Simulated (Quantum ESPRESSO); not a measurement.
# Magnetic state of K2MnSe2 from several starts, part 2 of 3

Does K2MnSe2 prefer parallel or opposed moments?

Quantum ESPRESSO 7.5; PBEsol with U = 4 eV on Mn d (ortho-atomic projectors); plane waves with GBRV 1.5 PBEsol potentials, no spin-orbit coupling.

So far, absolute magnetization (μB): step 2 (start 1: ferro ++) 10.1.

### 3. Start 2: antiferro +−

pw.in reads:

```
&CONTROL
  calculation = 'scf'
  prefix = 'pwscf'
  outdir = './tmp'
  pseudo_dir = './pseudo'
  disk_io = 'nowf'
/
&SYSTEM
  ibrav = 0
  nat = 10
  ntyp = 4
  ecutwfc = 40
  ecutrho = 280
  nbnd = 59
  occupations = 'smearing'
  smearing = 'fd'
  degauss = 0.00367493
  nspin = 2
  starting_magnetization(1) = 0
  starting_magnetization(2) = 0.3
  starting_magnetization(3) = -0.3
  starting_magnetization(4) = 0
/
&ELECTRONS
  conv_thr = 2d-08
  electron_maxstep = 150
  mixing_beta = 0.3
/
ATOMIC_SPECIES
K      39.0983 k_pbesol_v1.4.uspp.F.UPF
Mn1    54.9380 mn_pbesol_v1.5.uspp.F.UPF
Mn2    54.9380 mn_pbesol_v1.5.uspp.F.UPF
Se     78.9710 se_pbesol_v1.uspp.F.UPF
CELL_PARAMETERS angstrom
  -3.5830000000    6.5965000000    3.2200000000
   3.5830000000   -6.5965000000    3.2200000000
   3.5830000000    6.5965000000   -3.2200000000
ATOMIC_POSITIONS crystal
K       0.1463900000    0.3393000000    0.4856900000
K       0.8536100000    0.6607000000    0.5143100000
K       0.3536100000    0.8393000000    0.1929100000
K       0.6463900000    0.1607000000    0.8070900000
Mn1     0.2500000000    0.2500000000    0.0000000000
Mn2     0.7500000000    0.7500000000    0.0000000000
Se      0.8940800000    0.1982700000    0.0923500000
Se      0.1059200000    0.8017300000    0.9076500000
Se      0.6059200000    0.6982700000    0.3041900000
Se      0.3940800000    0.3017300000    0.6958100000
K_POINTS automatic
4 4 4 0 0 0
HUBBARD {ortho-atomic}
U Mn1-3d 4.0000
U Mn2-3d 4.0000
```

Launch:

```bash
$ OMP_NUM_THREADS=1 mpirun -n 4 pw.x -nk 4 -in pw.in > pw.out
```

What it wrote:

```text
[banner, memory and clock lines left out]
Program PWSCF v.7.5 starts

     Message from routine setup:
     using ibrav=0 with symmetry is DISCOURAGED, use correct ibrav instead

     bravais-lattice index     =            0
     lattice parameter (alat)  =      15.4357  a.u.
     unit-cell volume          =    2054.3424 (a.u.)^3
     number of atoms/cell      =           10
     number of atomic types    =            4
     number of electrons       =        90.00
     number of Kohn-Sham states=           59
     kinetic-energy cutoff     =      40.0000  Ry
     charge density cutoff     =     280.0000  Ry
     scf convergence threshold =      2.0E-08
     mixing beta               =       0.3000
     number of iterations used =            8  plain     mixing
     Exchange-correlation= SLA  PW   PSX  PSC
                           (   1   4  10   8   0   0   0)
     Hubbard projectors: ortho-atomic
     Hubbard parameters of DFT+U (Dudarev formulation) in eV:
     U(Mn1-3d) =  4.0000
     U(Mn2-3d) =  4.0000

     Internal variables: lda_plus_u =T, lda_plus_u_kind = 0

     Internal variables: orbital_resolved =F, hub_pot_fix =F, apply_U = F

     celldm(1)=  15.435731  celldm(2)=   0.000000  celldm(3)=   0.000000
     celldm(4)=   0.000000  celldm(5)=   0.000000  celldm(6)=   0.000000

     crystal axes: (cart. coord. in units of alat)
               a(1) = (  -0.438650   0.807579   0.394210 )
               a(2) = (   0.438650  -0.807579   0.394210 )
               a(3) = (   0.438650   0.807579  -0.394210 )

     reciprocal axes: (cart. coord. in units 2 pi/alat)
               b(1) = (  0.000000  0.619134  1.268360 )
               b(2) = (  1.139860 -0.000000  1.268360 )
               b(3) = (  1.139860  0.619134  0.000000 )

     PseudoPot. # 1 for K  read from file:
     k_pbesol_v1.4.uspp.F.UPF
     Pseudo is Ultrasoft + core correction, Zval =  9.0

     PseudoPot. # 2 for Mn read from file:
     mn_pbesol_v1.5.uspp.F.UPF
     Pseudo is Ultrasoft + core correction, Zval = 15.0

     PseudoPot. # 3 for Mn read from file:
     mn_pbesol_v1.5.uspp.F.UPF
     Pseudo is Ultrasoft + core correction, Zval = 15.0

     PseudoPot. # 4 for Se read from file:
     se_pbesol_v1.uspp.F.UPF
     Pseudo is Ultrasoft + core correction, Zval =  6.0

     atomic species   valence    mass     pseudopotential
     K                 9.00    39.09830     K ( 1.00)
     Mn1              15.00    54.93800     Mn( 1.00)
     Mn2              15.00    54.93800     Mn( 1.00)
     Se                6.00    78.97100     Se( 1.00)

     Starting magnetic structure
     atomic species   magnetization
     K               0.000
     Mn1             0.300
     Mn2            -0.300
     Se              0.000

      4 Sym. Ops. (no inversion) found ( 2 have fractional translation)

   Cartesian axes

     site n.     atom                  positions (alat units)
         1        K      tau(   1) = (   0.2976681   0.2364431  -0.0000000  )
         2        K      tau(   2) = (   0.1409822   0.5711363   0.3942099  )
         3        K      tau(   3) = (   0.2976681  -0.2364431   0.3942099  )
         4        K      tau(   4) = (   0.1409822   1.0440225   0.0000000  )
         5        Mn1    tau(   5) = (   0.0000000   0.0000000   0.1971049  )
         6        Mn2    tau(   6) = (  -0.0000000  -0.0000000   0.5913148  )
         7        Se     tau(   7) = (  -0.2647079   0.6365018   0.3942099  )
         8        Se     tau(   8) = (   0.7033583   0.1710776   0.0000000  )
         9        Se     tau(   9) = (   0.1739424   0.1710776   0.3942099  )
        10        Se     tau(  10) = (   0.2647079   0.6365018  -0.0000000  )

     number of k points=    18  Fermi-Dirac smearing, width (Ry)=  0.0037
                       cart. coord. in units 2pi/alat
        k(    1) = (   0.0000000   0.0000000   0.0000000), wk =   0.0156250
        k(    2) = (   0.2849650   0.1547835   0.0000000), wk =   0.0625000
        k(    3) = (  -0.5699300  -0.3095671   0.0000000), wk =   0.0312500
        k(    4) = (   0.2849650  -0.0000000   0.3170900), wk =   0.0625000
        k(    5) = (   0.5699300   0.1547835   0.3170900), wk =   0.1250000
        [... 13 further k-points ...]

     Dense  grid:   162591 G-vectors     FFT dimensions: (  90,  90,  90)

     Smooth grid:    70217 G-vectors     FFT dimensions: (  64,  64,  64)

     Check: negative core charge=   -0.000012
     Generating pointlists ...
     new r_m :   0.1656 (alat units)  2.5559 (a.u.) for type    1
     new r_m :   0.1294 (alat units)  1.9971 (a.u.) for type    2
     new r_m :   0.1294 (alat units)  1.9971 (a.u.) for type    3
     new r_m :   0.1294 (alat units)  1.9971 (a.u.) for type    4

     Initial potential from superposition of free atoms

     starting charge      86.9849, renormalised to      90.0000

     STARTING HUBBARD OCCUPATIONS:

     =================== HUBBARD OCCUPATIONS ===================
     ------------------------ ATOM    5 ------------------------
     Tr[ns(  5)] (up, down, total) =   5.00000  0.00000  5.00000
     Atomic magnetic moment for atom   5 =   5.00000
     [... lines left out ...]
     ------------------------ ATOM    6 ------------------------
     Tr[ns(  6)] (up, down, total) =   0.00000  5.00000  5.00000
     Atomic magnetic moment for atom   6 =  -5.00000
     [... lines left out ...]
     Number of occupied Hubbard levels =   10.0000

     Atomic wfc used for Hubbard projectors are orthogonalized

     Starting wfcs are   74 randomized atomic wfcs

     Self-consistent Calculation

     iteration #  1     ecut=    40.00 Ry     beta= 0.30
     Davidson diagonalization with overlap
     ethr =  1.00E-02,  avg # of iterations =  6.8

     =================== HUBBARD OCCUPATIONS ===================
     ------------------------ ATOM    5 ------------------------
     Tr[ns(  5)] (up, down, total) =   4.63338  0.14244  4.77582
     Atomic magnetic moment for atom   5 =   4.49094
     [... lines left out ...]
     ------------------------ ATOM    6 ------------------------
     Tr[ns(  6)] (up, down, total) =   0.14226  4.63452  4.77679
     Atomic magnetic moment for atom   6 =  -4.49226
     [... lines left out ...]
     Number of occupied Hubbard levels =    9.5526

     total energy              =    -822.97574876 Ry
     estimated scf accuracy    <       3.01271772 Ry

     total magnetization       =     0.00 Bohr mag/cell
     absolute magnetization    =     9.50 Bohr mag/cell

     iteration #  2     ecut=    40.00 Ry     beta= 0.30
     Davidson diagonalization with overlap
     ethr =  3.35E-03,  avg # of iterations =  2.4

     total energy              =    -823.50072791 Ry
     estimated scf accuracy    <       0.21852419 Ry

     total magnetization       =     0.00 Bohr mag/cell
     absolute magnetization    =     9.91 Bohr mag/cell

     [... further iterations left out ...]

     iteration # 13     ecut=    40.00 Ry     beta= 0.30
     Davidson diagonalization with overlap
     ethr =  1.17E-10,  avg # of iterations =  3.3

     negative rho (up, down):  3.334E-04 3.334E-04

     total energy              =    -823.57884938 Ry
     estimated scf accuracy    <       0.00000004 Ry

     total magnetization       =    -0.00 Bohr mag/cell
     absolute magnetization    =     9.74 Bohr mag/cell

     iteration # 14     ecut=    40.00 Ry     beta= 0.30
     Davidson diagonalization with overlap
     ethr =  4.79E-11,  avg # of iterations =  6.3

     negative rho (up, down):  3.333E-04 3.333E-04

     Magnetic moment per site  (integrated on atomic sphere of radius R)
     atom   1 (R=0.166)  charge=  7.9515  magn=  0.0000
     atom   2 (R=0.166)  charge=  7.9515  magn=  0.0000
     atom   3 (R=0.166)  charge=  7.9515  magn=  0.0000
     atom   4 (R=0.166)  charge=  7.9515  magn=  0.0000
     atom   5 (R=0.129)  charge= 13.1450  magn=  4.3440
     atom   6 (R=0.129)  charge= 13.1450  magn= -4.3440
     atom   7 (R=0.129)  charge=  3.9307  magn= -0.0000
     atom   8 (R=0.129)  charge=  3.9307  magn= -0.0000
     atom   9 (R=0.129)  charge=  3.9307  magn= -0.0000
     atom  10 (R=0.129)  charge=  3.9307  magn= -0.0000

     End of self-consistent calculation

     =================== HUBBARD OCCUPATIONS ===================
     ------------------------ ATOM    5 ------------------------
     Tr[ns(  5)] (up, down, total) =   4.94775  0.34818  5.29593
     Atomic magnetic moment for atom   5 =   4.59958
     [... lines left out ...]
     ------------------------ ATOM    6 ------------------------
     Tr[ns(  6)] (up, down, total) =   0.34818  4.94775  5.29593
     Atomic magnetic moment for atom   6 =  -4.59957
     [... lines left out ...]
     Number of occupied Hubbard levels =   10.5919

     [... lines left out ...]
     the Fermi energy is     5.0965 ev

!    total energy              =    -823.57884941 Ry
     estimated scf accuracy    <       0.00000001 Ry
     smearing contrib. (-TS)   =      -0.00000000 Ry
     internal energy E=F+TS    =    -823.57884941 Ry

     The total energy is F=E-TS. E is the sum of the following terms:
     one-electron contribution =    -525.07429078 Ry
     hartree contribution      =     284.06254624 Ry
     xc contribution           =    -206.47897326 Ry
     ewald contribution        =    -376.19765926 Ry
     Hubbard energy            =       0.10952764 Ry

     total magnetization       =    -0.00 Bohr mag/cell
     absolute magnetization    =     9.74 Bohr mag/cell

     convergence has been achieved in  14 iterations
```

The job ended after 4 min (4 MPI ranks of Intel Xeon Platinum 8488C (Sapphire Rapids), shared host; peak memory 1.8 GiB; 16 min of CPU time).

Spin moment in the atom's sphere by atom:

```csv
atom,spin moment in the atom's sphere (μB)
K1,0.00
K2,0.00
K3,0.00
K4,0.00
Mn5,4.34
Mn6,-4.34
Se7,0.00
Se8,0.00
Se9,0.00
Se10,0.00
```

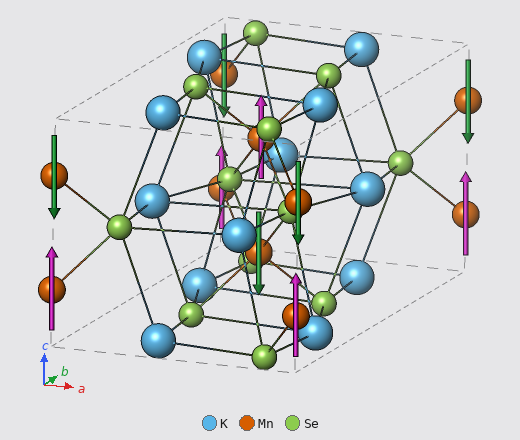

Spin moment in the atom's sphere as arrows, the longest 4.34 μB. Up and down stand for the sign. Arrows give size and sign along the axis of quantisation, drawn up and down the page. The two directions have two colours. Some periodic images of atoms are drawn too.

This step gave:

- smearing term TS: 7.17e-11 eV
- magnetization: 0 μB
- absolute magnetization: 9.745 μB
- final state: antiferromagnetic

### 4. The states side by side

An order is kept where moments of 0.15 μB or more survive with the typed signs; meshes match where a doubled cell samples the same k points as the first cell.

Orders:

| start | final state | typed order kept | energy over the lowest (meV a seeded atom) | largest site moment (μB) | net moment (μB a cell of the first run) | mesh matched | CPU time (s) |
| --- | --- | --- | --- | --- | --- | --- | --- |
| ferro ++ | ferromagnetic | yes | 96.55 | 4.384 | 10 | yes | 863.1 |
| antiferro +- | antiferromagnetic | yes | 0 | 4.344 | 0 | yes | 948.1 |

### 5. The lowest state again, with its states saved

pw.in, as its differences from that of step 3:

```diff
@@ -5,3 +5,3 @@
   pseudo_dir = './pseudo'
-  disk_io = 'nowf'
+  disk_io = 'low'
 /
@@ -9,2 +9,3 @@
   ibrav = 0
+  celldm(1) = 8
   nat = 10
@@ -13,3 +14,3 @@
   ecutrho = 280
-  nbnd = 59
+  nbnd = 63
   occupations = 'smearing'
@@ -33,6 +34,6 @@
 Se     78.9710 se_pbesol_v1.uspp.F.UPF
-CELL_PARAMETERS angstrom
-  -3.5830000000    6.5965000000    3.2200000000
-   3.5830000000   -6.5965000000    3.2200000000
-   3.5830000000    6.5965000000   -3.2200000000
+CELL_PARAMETERS alat
+  -0.8463610880668    1.5581972976367    0.7606147651619
+   0.8463610880668   -1.5581972976367    0.7606147651619
+   0.8463610880668    1.5581972976367   -0.7606147651619
 ATOMIC_POSITIONS crystal
```

What it wrote:

```text
     [... lines left out ...]
Program PWSCF v.7.5 starts
     [... lines left out ...]
     number of atoms/cell      =           10
     [... lines left out ...]
     number of electrons       =        90.00
     number of Kohn-Sham states=           63
     kinetic-energy cutoff     =      40.0000  Ry
     charge density cutoff     =     280.0000  Ry
     scf convergence threshold =      2.0E-08
     [... lines left out ...]
      4 Sym. Ops. (no inversion) found ( 2 have fractional translation)
     [... lines left out ...]
     number of k points=    18  Fermi-Dirac smearing, width (Ry)=  0.0037
     [... lines left out ...]
     iteration # 12     ecut=    40.00 Ry     beta= 0.30
     [... lines left out ...]
     Magnetic moment per site  (integrated on atomic sphere of radius R)
     atom   1 (R=0.319)  charge=  7.9515  magn= -0.0000
     atom   2 (R=0.319)  charge=  7.9515  magn= -0.0000
     atom   3 (R=0.319)  charge=  7.9515  magn= -0.0000
     atom   4 (R=0.319)  charge=  7.9515  magn= -0.0000
     atom   5 (R=0.250)  charge= 13.1450  magn=  4.3440
     atom   6 (R=0.250)  charge= 13.1450  magn= -4.3440
     atom   7 (R=0.250)  charge=  3.9307  magn=  0.0000
     atom   8 (R=0.250)  charge=  3.9307  magn=  0.0000
     atom   9 (R=0.250)  charge=  3.9307  magn=  0.0000
     atom  10 (R=0.250)  charge=  3.9307  magn=  0.0000
     [... lines left out ...]
     Tr[ns(  5)] (up, down, total) =   4.94775  0.34817  5.29592
     [... lines left out ...]
     Tr[ns(  6)] (up, down, total) =   0.34816  4.94775  5.29591
     [... lines left out ...]
     the Fermi energy is     5.1472 ev
!    total energy              =    -823.57884936 Ry
     estimated scf accuracy    <       0.00000001 Ry
     smearing contrib. (-TS)   =      -0.00000000 Ry
     [... lines left out ...]
     total magnetization       =    -0.00 Bohr mag/cell
     absolute magnetization    =     9.74 Bohr mag/cell
     convergence has been achieved in  12 iterations
```

The job ended after 3.4 min (4 MPI ranks; peak memory 1.7 GiB; 13 min of CPU time).

Numbers from this step:

| Quantity | Value |
| --- | --- |
| smearing term TS | 9.65e-11 eV |
| magnetization | 0 μB |
| absolute magnetization | 9.745 μB |
| final state | antiferromagnetic |
| largest moment | 4.344 μB |

[end of part 2 of 3]

[Logs and program files are shortened in this print: banners, set-up blocks, solver, clock and traceback lines can be left out without a mark of their own.]

[Logs are printed without paths, hosts, clocks, repeated set-up lines and the standing remarks that a program may print on its own settings, such as how far it seeks lower states.]

[Hosts, paths, dates, database ids (printed as entryN), source tags and the programs' standing remarks are cut or masked in the printed files.]

[Where a cell is said to come from a database of computed structures, the database is the Materials Project.]
